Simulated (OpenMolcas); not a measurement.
# AlSbH3F (SMILES [F][AlH][SbH2]) at 6 levels

Wanted: a comparison of 6 runs (BLYP/def2-SVP, M06-2X/def2-SVP, M06-L/def2-SVP, TPSS/def2-SVP, revPBE/def2-SVP, MP2/def2-SVP) of AlSbH3F. 

The calculation is run with OpenMolcas 26.06.

### 1 The structure to begin with

The species is AlSbH3F (6 atoms), meant as a singlet with charge 0. SMILES: `[F][AlH][SbH2]`. The Al2–H4 distance was set to 2.847 Å, away from the relaxed value. At this shape a bond of the SMILES string is far longer than usual.

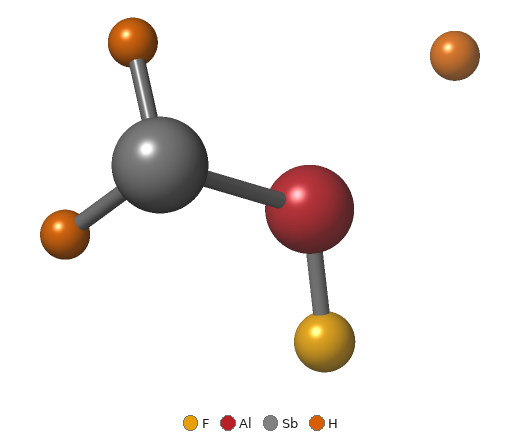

Viewed from a chosen angle; fluorine amber, aluminium red, antimony grey, hydrogen orange.

### 2 The energy at BLYP/def2-SVP (core potential) (run 1)

Contents of run.input:

```
&GATEWAY
 BasLib = $CurrDir
 Coord
 6
 bohr
 F     -1.71517968    -1.93368493     4.44435806
 Al    -0.24402789    -0.81288837     1.92705388
 Sb     2.80976952     3.04782210     2.69163707
 H     -1.12400910    -3.40282983    -2.70552089
 H      1.98244743     4.15954798    -0.22742287
 H      0.32610248     4.57698848     4.07737324
 Basis = def2-SVP
 Group = NoSym

&SEWARD
 GridInput
 Grid=UltraFine
 End of Grid

&SCF
 KSDFT = BLYP
 Thresholds = 1e-10 1e-07 1e-07 1e-05
 PrOrbitals = 1 1
```

The basis set def2-SVP is read from a file made from the Basis Set Exchange's data (not shown).

Run with:

```
$ export MOLCAS_MEM=1860
$ pymolcas run.input > run.log
```

Standard output:

```text
--- Start Module: gateway ---
[...]
--- Stop Module: gateway /rc=_RC_ALL_IS_WELL_ ---
--- Start Module: seward ---
[...]
      Basis functions           73
--- Stop Module: seward /rc=_RC_ALL_IS_WELL_ ---
[...]
--- Start Module: scf ---
[...]
       Convergence after  21 Iterations
[...]
::    Total KS-DFT energy                            -584.0713544081
[...]
      Total spin, S                                     0.0000000000
[...]
      Total electronic charge=   48.000000
      Total            charge=   -0.000000
[...]
      Dipole Moment (debye):
      Origin of the operator (angstrom)=    0.9398    0.9817    1.4421
                   X=  1.7233E+00               Y=  2.3524E+00               Z=  1.3261E+00           Total=  3.2034E+00
      Quadrupole Moment (debye*angstrom):
[...]
--- Stop Module: scf /rc=_RC_ALL_IS_WELL_ ---
[...]
```

Run time: 28 s. Hardware: 1 thread of AMD EPYC 7R43 (Zen 3), shared host; peak memory 0.42 GiB.

### 3 A single-point energy at M06-2X/def2-SVP (core potential) (run 2)

Contents of calc.inp:

```
&GATEWAY
 BASLIB
 $CurrDir
 COORD
 6
 angstrom
 F       -0.907634      -1.023262       2.351853
 Al      -0.129134      -0.430162       1.019753
 Sb       1.486866       1.612838       1.424353
 H       -0.594800      -1.800700      -1.431700
 H        1.049066       2.201138      -0.120347
 H        0.172566       2.422038       2.157653
 BASIS
 def2-SVP
 GROUP
 NoSym

&SEWARD
 GRIDINPUT
 Grid=UltraFine
 End of Grid

&SCF
 KSDFT
 M062X
 THRESHOLDS
 1e-10 1e-07 1e-07 1e-05
 PRORBITALS
 1
```

The basis set def2-SVP is read from a file made from the Basis Set Exchange's data (not shown).

Run with:

```
$ export MOLCAS_MEM=1860
$ pymolcas calc.inp > calc.log
```

Standard output:

```text
--- Start Module: gateway ---
[...]
--- Stop Module: gateway /rc=_RC_ALL_IS_WELL_ ---
--- Start Module: seward ---
[...]
      Basis functions           73
--- Stop Module: seward /rc=_RC_ALL_IS_WELL_ ---
[...]
--- Start Module: scf ---
[...]
       Convergence after  15 Iterations
[...]
::    Total KS-DFT energy                            -583.9729772046
[...]
      Total spin, S                                     0.0000000000
[...]
      Total electronic charge=   48.000000
      Total            charge=   -0.000000
[...]
      Dipole Moment (debye):
      Origin of the operator (angstrom)=    0.9398    0.9817    1.4421
                   X=  1.6394E+00               Y=  2.3917E+00               Z=  1.1026E+00           Total=  3.1022E+00
      Quadrupole Moment (debye*angstrom):
[...]
--- Stop Module: scf /rc=_RC_ALL_IS_WELL_ ---
[...]
```

Run time: 26 s. Hardware: 1 thread of AMD EPYC 7R43 (Zen 3), shared host; peak memory 0.42 GiB.

Runs 3 to 4 aren't shown in full; the table further down has their settings and results.

### 4 The energy at revPBE/def2-SVP (core potential) (run 5)

Contents of input.xyz:

```xyz
6

F     -0.907634    -1.023262     2.351853
Al    -0.129134    -0.430162     1.019753
Sb     1.486866     1.612838     1.424353
H     -0.594800    -1.800700    -1.431700
H      1.049066     2.201138    -0.120347
H      0.172566     2.422038     2.157653
```

Contents of mol.input:

```
&GATEWAY
BasLib=$CurrDir
Coord=input.xyz
Basis=def2-SVP
Group=NoSym
&SEWARD
GridInput
Grid=UltraFine
End of Grid
&SCF
KSDFT=revPBE
Thresholds=1e-10 1e-07 1e-07 1e-05
PrOrbitals=1 1
```

The basis set def2-SVP is read from a file made from the Basis Set Exchange's data (not shown).

Run with:

```
$ export MOLCAS_MEM=1860
$ pymolcas mol.input > mol.log
```

Standard output:

```text
--- Start Module: gateway ---
[...]
--- Stop Module: gateway /rc=_RC_ALL_IS_WELL_ ---
--- Start Module: seward ---
[...]
      Basis functions           73
--- Stop Module: seward /rc=_RC_ALL_IS_WELL_ ---
[...]
--- Start Module: scf ---
[...]
       Convergence after  21 Iterations
[...]
::    Total KS-DFT energy                            -584.0931124450
[...]
      Total spin, S                                     0.0000000000
[...]
      Total electronic charge=   48.000000
      Total            charge=   -0.000000
[...]
      Dipole Moment (debye):
      Origin of the operator (angstrom)=    0.9398    0.9817    1.4421
                   X=  1.6499E+00               Y=  2.3652E+00               Z=  1.3113E+00           Total=  3.1680E+00
      Quadrupole Moment (debye*angstrom):
[...]
--- Stop Module: scf /rc=_RC_ALL_IS_WELL_ ---
[...]
```

Wall time 27 s (1 thread of AMD EPYC 7R43 (Zen 3), shared host); peak memory 0.42 GiB.

### 5 The energy at MP2/def2-SVP (core potential) (run 6)

Contents of mol.xyz:

```xyz
6

F     -0.907634    -1.023262     2.351853
Al    -0.129134    -0.430162     1.019753
Sb     1.486866     1.612838     1.424353
H     -0.594800    -1.800700    -1.431700
H      1.049066     2.201138    -0.120347
H      0.172566     2.422038     2.157653
```

Contents of run.inp:

```
>>> EXPORT MOLCAS_PRINT=2

&gateway
 baslib
 $CurrDir
 coord
 mol.xyz
 basis
 def2-SVP
 group
 NoSym

&seward

&scf
 thresholds
 1e-10 1e-07 1e-07 1e-05
 prorbitals
 1 2

&mbpt2
 frozen
 10
```

The basis set def2-SVP is read from a file made from the Basis Set Exchange's data (not shown).

Run with:

```
$ export MOLCAS_MEM=1860
$ pymolcas run.inp > run.log
```

Standard output:

```text
--- Start Module: gateway ---
[...]
--- Stop Module: gateway /rc=_RC_ALL_IS_WELL_ ---
[...]
      Basis functions           73
[...]
--- Start Module: scf ---
[...]
       Convergence after  14 Iterations
[...]
::    Total SCF energy                               -582.1424082300
[...]
      Total spin, S                                     0.0000000000
[...]
      Total electronic charge=   48.000000
      Total            charge=   -0.000000
[...]
      Dipole Moment (debye):
      Origin of the operator (angstrom)=    0.9398    0.9817    1.4421
                   X=  1.8811E+00               Y=  2.7684E+00               Z=  1.4803E+00           Total=  3.6598E+00
      Quadrupole Moment (debye*angstrom):
[...]
--- Stop Module: scf /rc=_RC_ALL_IS_WELL_ ---
[...]
--- Start Module: mbpt2 ---
[...]
WARNING!
Default frozen orbitals as non valence orbitals is overwritten by user input.
Default values:   3
[...]
       Reference weight ( Cref**2 )         =        0.86719
::    Total MBPT2 energy                             -582.5222370397
[...]
      Total MBPT2 calculations                           0.25      0.28
--- Stop Module: mbpt2 /rc=_RC_ALL_IS_WELL_ ---
[...]
```

Wall time 7.5 s (1 thread of AMD EPYC 7R43 (Zen 3), shared host); peak memory 0.42 GiB.

### 6 Overview of the runs

| run | level | integration grid | frozen core orbitals | energy (Eh) | dipole moment (D) of the reference | HOMO energy (eV) | LUMO energy (eV) | wall time |
| --- | --- | --- | --- | --- | --- | --- | --- | --- |
| 1 | BLYP/def2-SVP (core potential) | UltraFine | – | -584.071354 | 3.20 | -5.39 | -3.31 | 28 s |
| 2 | M06-2X/def2-SVP (core potential) | UltraFine | – | -583.972977 | 3.10 | -7.22 | -2.24 | 26 s |
| 3 | M06-L/def2-SVP (core potential) | UltraFine | – | -584.271443 | 3.53 | -5.71 | -3.25 | 36 s |
| 4 | TPSS/def2-SVP (core potential) | UltraFine | – | -584.065373 | 3.23 | -5.73 | -3.37 | 35 s |
| 5 | revPBE/def2-SVP (core potential) | UltraFine | – | -584.093112 | 3.17 | -5.53 | -3.36 | 27 s |
| 6 | MP2/def2-SVP (core potential) | – | 10 | -582.522237 | 3.66 | -8.36 | -0.10 | 7.5 s |

### 7 Results

```
                                           quantity          value
                                run 6: total energy  -582.52224 Eh
          run 6: dipole moment (mean-field density)         3.66 D
         run 6: HOMO energy (Hartree–Fock orbitals)       -8.36 eV
         run 6: LUMO energy (Hartree–Fock orbitals)       -0.10 eV
       run 6: HOMO–LUMO gap (Hartree–Fock orbitals)        8.26 eV
run 6: correlation energy (10 core orbitals frozen)     -379.8 mEh
```

**Reading.** Over runs 1, 2, 3, 4, 5 the dipole moment (its size) runs from 3.10 D (M06-2X/def2-SVP) to 3.53 D (M06-L/def2-SVP). Over runs 1, 2, 3, 4, 5 the HOMO–LUMO gap runs from 2.08 eV (BLYP/def2-SVP) to 4.99 eV (M06-2X/def2-SVP). Totals of different functionals can't be ranked against each other. All runs together took 2.7 min, the longest 36 s.
